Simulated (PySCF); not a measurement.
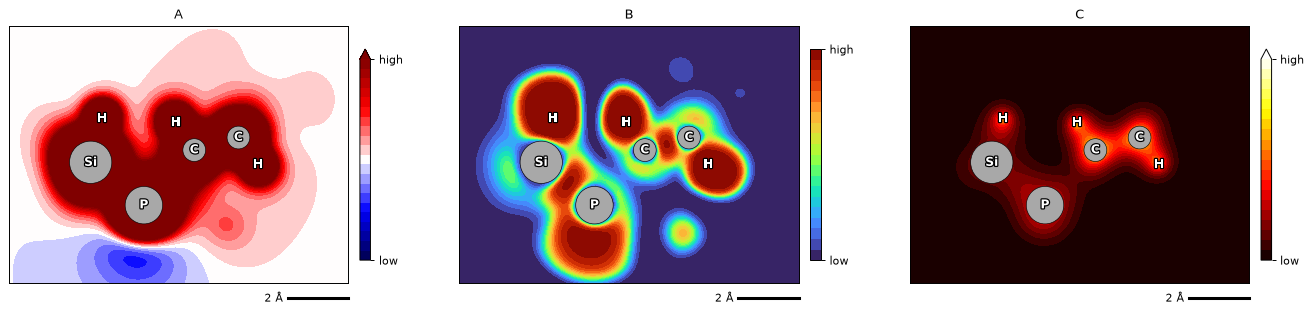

C$_{6}$H$_{15}$PSi: 3 fields on the plane of atoms P5, Si6 and H17, with unlabelled colour scales. Grey discs cover the atomic cores.

Geometry: PBE0-D3(BJ)/def2-SVP.

These are results of PySCF, PBE0/pcSseg-1, SCF density, gas phase, non-relativistic, not measurements.

```xyz
23

C    -2.2587   -1.4694    0.0938
C    -1.5889   -0.1692   -0.3238
C    -0.0717   -0.2380   -0.2447
C     0.5523   -0.4244    1.1505
P     2.0261    0.6684    0.6892
Si    3.3200   -0.8601   -0.3604
C     0.7430    1.0104   -0.6793
C     0.0755    2.3587   -0.4665
H    -3.3554   -1.3952    0.0426
H    -1.9492   -2.3043   -0.5546
H    -1.9942   -1.7415    1.1281
H    -1.8818    0.0881   -1.3568
H    -1.9545    0.6559    0.3114
H     0.2633   -1.0800   -0.8738
H    -0.0231    0.0807    1.9443
H     0.7478   -1.4562    1.4772
H     2.5640   -1.8260   -1.2220
H     4.0674   -1.6399    0.6744
H     4.3054   -0.1335   -1.2193
H     1.1216    0.9462   -1.7120
H     0.7831    3.1767   -0.6680
H    -0.7894    2.4878   -1.1374
H    -0.2815    2.4840    0.5682
```

### Which field does each panel show? The fields are: electron density, electron localisation function and electrostatic potential.

Panel A: electrostatic potential (strongly positive close to the atoms, with negative regions outside electron-rich atoms). Panel B: electron localisation function. Panel C: electron density. From the grid: C–C (1.52 Å): ρ is about 1.7 e/Å³ halfway; the ELF peaks at about 0.95 between the atoms; a shared electron pair. Si–P (2.26 Å): the density is about 0.73 e/Å³ at the midpoint, with its minimum of 0.65 e/Å³ about 0.8 Å from Si; the ELF peaks at about 0.95 between the atoms (localised, covalent bonding).
